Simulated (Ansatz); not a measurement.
**FNO: density, localisation and related maps**

```xyz
3

O     0.8683    0.2430    0.5047
N     0.1489   -0.4825    0.0299
F    -1.0173    0.2396   -0.5347
```

Geometry: PBE0-D4/def2-TZVP.

All numbers below come from Ansatz, RKS PBE0-D4/def2-TZVPP.

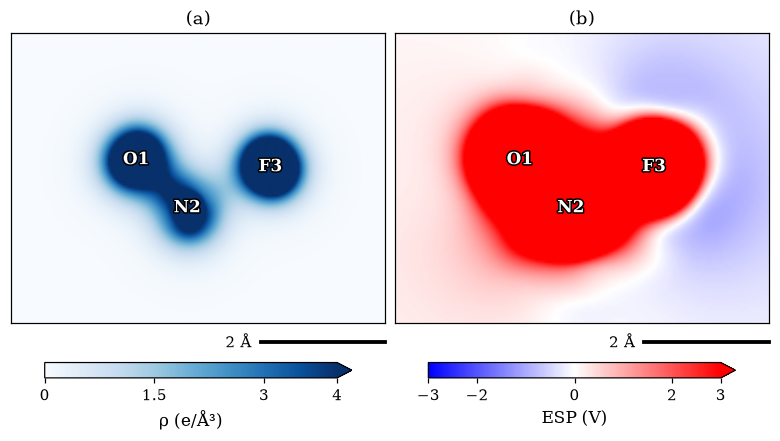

Figure 1. (a) electron density; (b) molecular electrostatic potential on the molecular plane.

Read the bonding off the picture.

Answer. The plane passes through O, N and F nuclei.
N–O (1.13 Å): ρ is about 4.5 e/Å³ halfway.
N–F (1.48 Å): ρ is about 1.7 e/Å³ halfway.
Outside the dense part of the molecule the potential is most negative (−1.0 V) near F3.

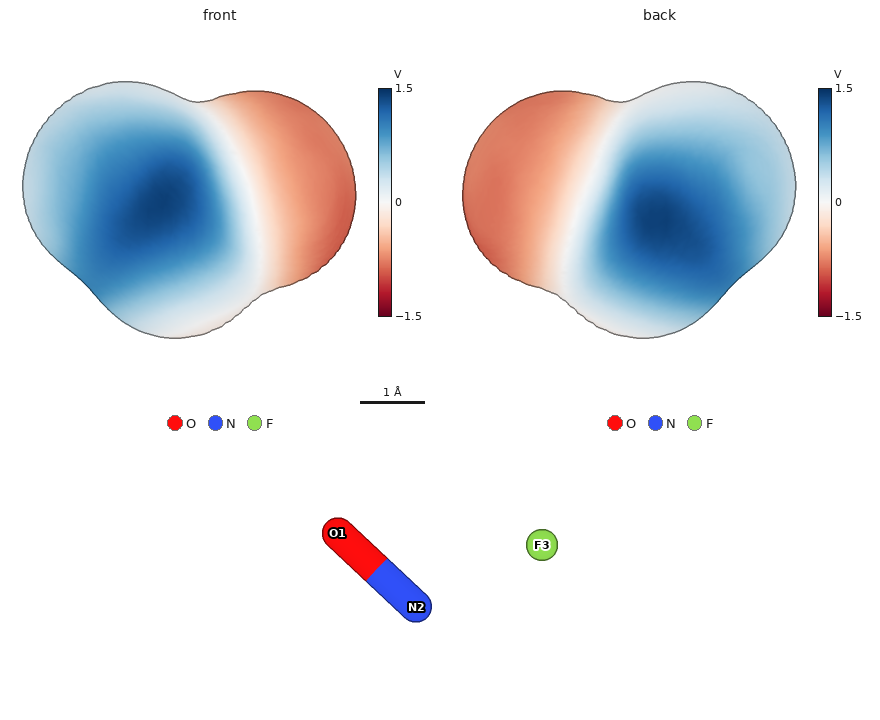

Figure 2. The molecular electrostatic potential painted on the density surface at 0.002 e/bohr³, seen from the front and from behind; red is negative and blue positive. The bare structure is drawn below in the same view.

Where is the surface potential most negative and most positive?

Answer. The most negative region (about −0.9 V) lies over F3, the most positive (about +1.4 V) over N2.

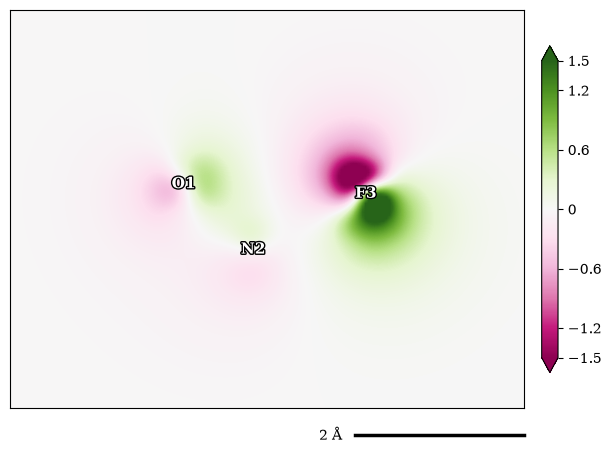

Figure 3. The HOMO−1 on the molecular plane (values in Å⁻³ᐟ²; the overall sign is arbitrary).

Describe this orbital and give its energy.

Answer. It lies mainly on F3 (about 85 %) and O1 (about 10 %); it is symmetric in the molecular plane (an in-plane orbital: σ, lone-pair or in-plane π type); largely a lone pair of F3. Its energy is −11.42 eV.
